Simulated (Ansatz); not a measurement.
# C4H2 (1,3-butadiyne) at B3LYP/6-31G(d) (spherical functions)

What is the energy change on altering one bond length of C4H2 (1,3-butadiyne) at B3LYP/6-31G* (spherical functions)? 

The results are computed with Ansatz 0.2.0.

43 further runs of the same task are left out: 16 that didn't finish, 27 set aside as unsound or not needed.

### Step 1. The system as given

The species is C4H2 (6 atoms), meant as a singlet with charge 0. SMILES: `C#CC#C`. Geometry: relaxed at PBE0-D4/def2-TZVP.

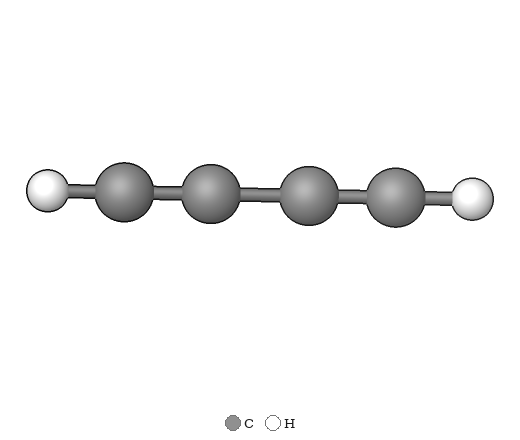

Viewed from a chosen angle; carbon grey, hydrogen white.

### Step 2. A single-point energy at B3LYP/6-31G(d) (spherical functions)

File input.yaml:

```yaml
crystal:
  periodic: [false, false, false]
  atoms:
    - {symbol: C, position_ang: [1.419140, -1.102190, 0.574700]}
    - {symbol: C, position_ang: [0.512970, -0.398530, 0.207720]}
    - {symbol: C, position_ang: [-0.513080, 0.398350, -0.207780]}
    - {symbol: C, position_ang: [-1.419150, 1.102170, -0.574710]}
    - {symbol: H, position_ang: [2.219890, -1.723930, 0.898960]}
    - {symbol: H, position_ang: [-2.219770, 1.724120, -0.898890]}
basis:
  gaussian:
    orbitals: 6-31G_st_-spherical.json
total_charge: 0
hamiltonian:
  xc: {name: B3LYP}
accuracy: high
output: {orbitals: {seedname: orbitals}}
```

The basis set 6-31G* is read from a file made from the Basis Set Exchange's data (not shown).

Command:

```bash
$ ansatz run input.yaml --threads 1 --pin off --max-ram 3480MiB --events-out events.jsonl --progress --plain --runs-dir runs
```

Log:

```text
Warning: RAYON_NUM_THREADS=1 ignored (pool sized by the plan → 1); use --threads N
Functional definition: B3LYP
  name "B3LYP"
  parameter a0 = 0.2
  parameter ax = 0.72
  parameter ac = 0.81
  exchange = (1 - a0 - ax)*slater_x + ax*b88_x + a0*exact_x
  correlation = (1 - ac)*vwn_rpa_c + ac*lyp_c
1227 factors; integrals over basis functions are off by at most 4.3e-9 eV
mean field evaluation 1: about -4172.4267 eV, gradient 3.8e1 eV
mean field evaluation 2: about -4173.7093 eV, gradient 3.1e1 eV
mean field evaluation 4: about -4176.3445 eV, gradient 8.7e-1 eV
mean field evaluation 8: about -4176.3419 eV, gradient 1.0e-3 eV
mean field evaluation 16: about -4176.3419 eV, gradient 1.5e-7 eV
mean field -4176.34192357 eV, -153.4777348649 hartree, gradient 9.6e-9 eV, S^2 0.000000; 0 other end points of the search recorded, 0 dependent functions left out
reference -4176.34195412 eV, -153.4777359876 hartree; 13, 13 occupied and 47, 47 virtual orbitals, 1227 factors
Total energy: -4176.34195412 eV, -153.4777359876 hartree
```

Run time: 3.3 s. Hardware: 1 thread of Intel Xeon Platinum 8175M at 2.50GHz (Skylake/Cascade Lake), shared host; peak memory 0.15 GiB.

### Step 3. The distorted shape

File in.yaml:

```yaml
crystal:
  periodic: [false, false, false]
  atoms:
    - {symbol: C, position_ang: [1.726976, -1.341271, 0.699359]}
    - {symbol: C, position_ang: [0.820806, -0.637611, 0.332379]}
    - {symbol: C, position_ang: [-0.513080, 0.398350, -0.207780]}
    - {symbol: C, position_ang: [-1.419150, 1.102170, -0.574710]}
    - {symbol: H, position_ang: [2.527726, -1.963011, 1.023619]}
    - {symbol: H, position_ang: [-2.219770, 1.724120, -0.898890]}
basis:
  gaussian:
    orbitals: 6-31G_st_-spherical.json
magnetization:
  spin_polarized: false
hamiltonian:
  xc: {name: B3LYP}
accuracy: high
output: {orbitals: {seedname: orbitals}}
```

The basis set 6-31G* is read from a file made from the Basis Set Exchange's data (not shown).

Command:

```bash
$ ansatz run in.yaml --threads 1 --pin off --max-ram 3480MiB --events-out events.jsonl --progress --plain --runs-dir runs
```

Log, cut to the lines that bear on the results:

```text
Warning: RAYON_NUM_THREADS=1 ignored (pool sized by the plan → 1); use --threads N
[... 7 set-up lines as earlier in the session ...]
1241 factors; integrals over basis functions are off by at most 8.6e-9 eV
mean field evaluation 1: about -4169.9922 eV, gradient 4.2e1 eV
mean field evaluation 2: about -4168.3252 eV, gradient 4.9e1 eV
mean field evaluation 4: about -4174.3193 eV, gradient 4.5e-1 eV
mean field evaluation 8: about -4174.3185 eV, gradient 1.5e-3 eV
mean field evaluation 16: about -4174.3185 eV, gradient 6.9e-7 eV
mean field -4174.31854164 eV, -153.4033769504 hartree, gradient 4.0e-8 eV, S^2 0.000000; 0 other end points of the search recorded, 0 dependent functions left out
reference -4174.31857279 eV, -153.4033780953 hartree; 13, 13 occupied and 47, 47 virtual orbitals, 1241 factors
Total energy: -4174.31857279 eV, -153.4033780953 hartree
```

Wall time 4.5 s (1 thread of Intel Xeon Platinum 8175M at 2.50GHz (Skylake/Cascade Lake), shared host); peak memory 0.16 GiB.

### Step 4. Summary of results

Level: B3LYP/6-31G* (spherical functions).

| quantity | value |
| --- | --- |
| first shape: total energy | -153.47774 Eh |
| first shape: HOMO energy | -7.04 eV |
| first shape: LUMO energy | -0.50 eV |
| first shape: HOMO–LUMO gap | 6.54 eV |
| distorted shape: total energy | -153.40338 Eh |
| distorted shape: HOMO energy | -7.64 eV |
| distorted shape: LUMO energy | -0.02 eV |
| distorted shape: HOMO–LUMO gap | 7.62 eV |
| energy change with the C2–C3 bond stretched from 1.364 to 1.773 Å | 2.023 eV |

In words: With the C2–C3 bond stretched from 1.364 to 1.773 Å the energy rises by 2.02 eV (195 kJ/mol). The first shape isn't relaxed at this level, so the change isn't measured from a minimum.
